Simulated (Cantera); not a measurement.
A closed system holds: 1 mol Si, 0.22 mol H2O, 120 mol H2, 0.14 mol N2O, held at 100 Torr.

Equilibrium computed with Cantera from the NASA thermochemical tables; the gas is ideal and each condensed phase is pure. Candidate condensed phases: H2O, Si, SiO2, Si2N2O, Si3N4; 35 gas species. Mutual solubility and eutectic melting of coexisting phases are not modelled. The tables hold silica as quartz up to 1696 K and as liquid above; real silica turns to tridymite and cristobalite and melts near 1996 K. Gases not in the tables: Si2H6 and higher silanes. Rates play no part.

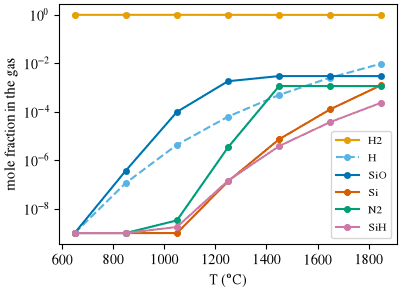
Fig. 1. Equilibrium gas composition (values under 1e-9 drawn at 1e-9)

From 650 °C to 1050 °C the condensed part is Si(s) + SiO2(β-quartz) + Si2N2O(s). At 1250 °C the condensed part is Si(s) + Si2N2O(s). From 1450 °C to 1850 °C the condensed part is Si(l). The main Si-bearing gas is SiH4 at 650 °C and SiO at 1850 °C.
